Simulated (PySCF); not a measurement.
BrFH$_{2}$, SMILES `F.Br`.

Method: PBE0/def2-SVP; geometry: GFN2-xTB; program: PySCF. GFN2-xTB bond lengths at metals and heavier atoms can be off by up to 0.1 Å and shapes distorted, which carries into these values.

Coordinates in Å:

```
F1       2.7016    0.0001    0.0000
H2       3.6347   -0.0007    0.0000
Br3     -0.8152    0.0000    0.0000
H4       0.5832   -0.0009    0.0000
```

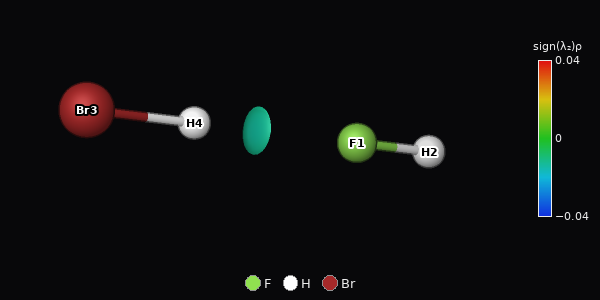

Non-covalent interaction surfaces between the fragments (reduced density gradient s = 0.4, coloured by sign(λ₂)ρ in a.u.; trimmed to the region between the fragments where ρ is under 0.06 a.u.). Fragment A: HF (atoms 1–2); fragment B: HBr.

Interpret the surfaces between the fragments.

Answer. Bond critical points between the fragments: F1···H4, hydrogen bond, 2.12 Å, ρ = 0.013 a.u. It is weak and appears green, as weak hydrogen bonds do. The pose is a local one from a semi-empirical search, not shown to be the most stable.

How strongly are they bound?

Answer. The counterpoise-corrected interaction energy of the frozen fragments is −2.4 kcal/mol without dispersion correction and −2.6 kcal/mol with D3(BJ). The pair geometry is semi-empirical, not a minimum at this level.
